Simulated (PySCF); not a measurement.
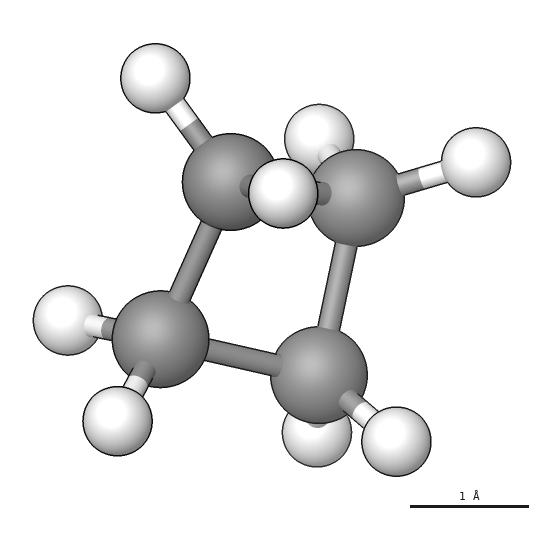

A ball-and-stick model of a molecule. Colours: carbon grey, hydrogen white.

**Give the formula.**

C4H8, 12 atoms: 4 carbon and 8 hydrogen.

**How many bonds of each kind are drawn?**

8 C–H, 4 C–C.

More results for the same structure follow; atom numbers are the same in all pictures, views and colours differ. The computed structure is the end point of a PBE0-D3(BJ)/def2-TZVP optimisation. No frequency run is at hand to confirm it as a minimum.

### Symmetry

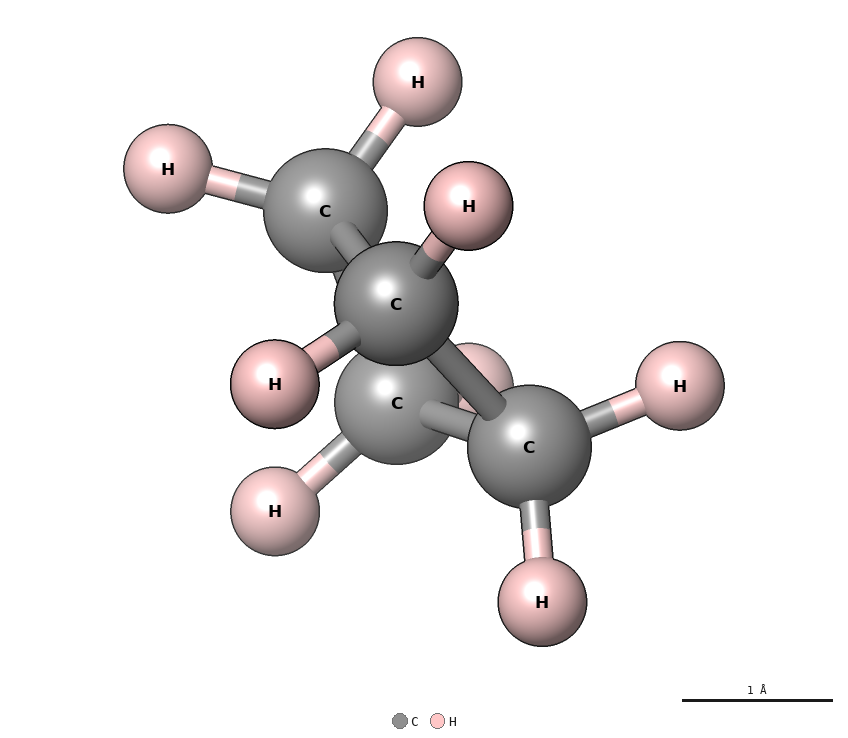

Atoms fade into the background with distance from the viewer. No frequency run is at hand to confirm it as a minimum. Masses are those of the most abundant isotopes; constants are for the rigid equilibrium geometry.

**What kind of rotor is it, and what are its rotational constants in cm⁻¹?**

An oblate symmetric top (D2d): A = B = 0.361, C = 0.215 cm⁻¹.

### Levels of theory compared

No frequency run is at hand to confirm it as a minimum. Program: PySCF 2.14.0.

Tabulate HOMO–LUMO gap (eV), HOMO energy (eV) at these levels: B3LYP/pcJ-2; B97-2/pcJ-2; B97-2/pcSseg-2; KT3/pcSseg-2; PBE0/pcJ-2; PBE0/pcSseg-2; WP04/pcSseg-2 in chloroform (IEF-PCM); ωB97X-D/pcSseg-2; ωB97X-D/pcSseg-2 in chloroform (IEF-PCM).

```csv
level,HOMO–LUMO gap (eV),HOMO energy (eV)
B3LYP/pcJ-2,8.98,−8.38
B97-2/pcJ-2,9.28,−8.32
B97-2/pcSseg-2,9.12,−8.32
KT3/pcSseg-2,7.23,−7.35
PBE0/pcJ-2,9.50,−8.58
PBE0/pcSseg-2,9.34,−8.58
WP04/pcSseg-2 in chloroform (IEF-PCM),9.29,−9.65
ωB97X-D/pcSseg-2,12.93,−10.46
ωB97X-D/pcSseg-2 in chloroform (IEF-PCM),12.95,−10.38
```

### Ring current

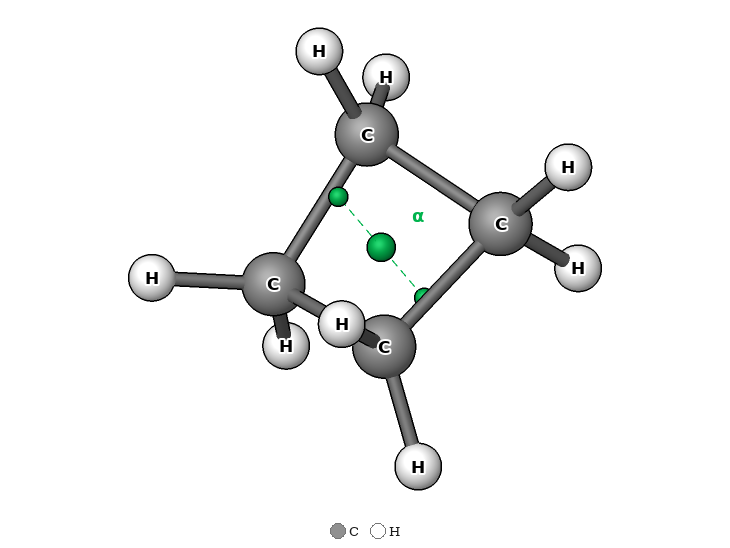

The small points mark where nucleus-independent chemical shifts (NICS) were computed: at the centre of each lettered ring and 1 Å above and below it. No frequency run is at hand to confirm it as a minimum. Properties computed with GIAO B97-2/pcSseg-2 NMR shielding, non-relativistic, gas phase (PySCF 2.14.0).

Give NICS(0), NICS(1) and the out-of-plane component NICS(1)zz for each ring (means of the two sides).

```tsv
ring	members	NICS(0)	NICS(1)	NICS(1)zz
α	C4	−0.9	−0.8	3.5
```

Values in ppm.

### NMR shielding

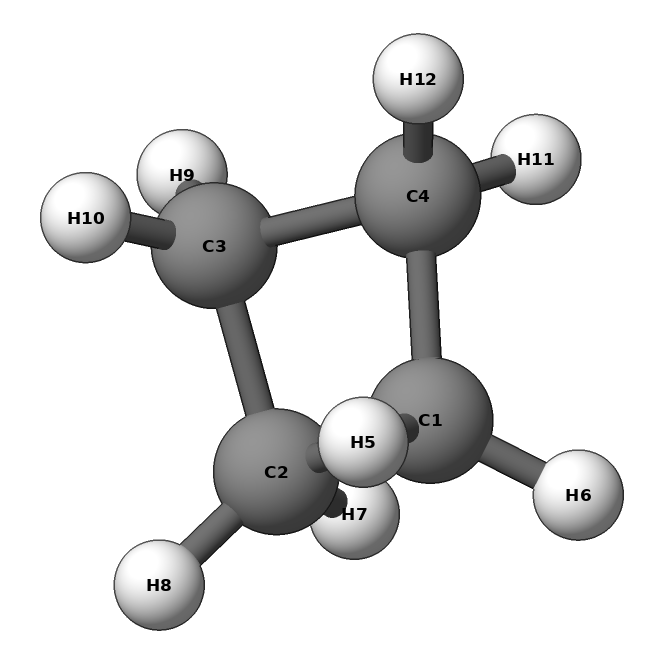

No frequency run is at hand to confirm it as a minimum. Properties computed with GIAO WP04/pcSseg-2 NMR shielding, non-relativistic, IEF-PCM chloroform (PySCF 2.14.0). Principal shieldings σ11 ≤ σ22 ≤ σ33, span Ω = σ33 − σ11, skew κ = 3(σiso − σ22)/Ω.

Give the shielding tensors of the C atoms.

```tsv
atom	σ11	σ22	σ33	σiso	Ω	κ
C1, C2, C3…	130.3	148.3	161.0	146.5	30.8	−0.17
```

Shieldings and span in ppm.
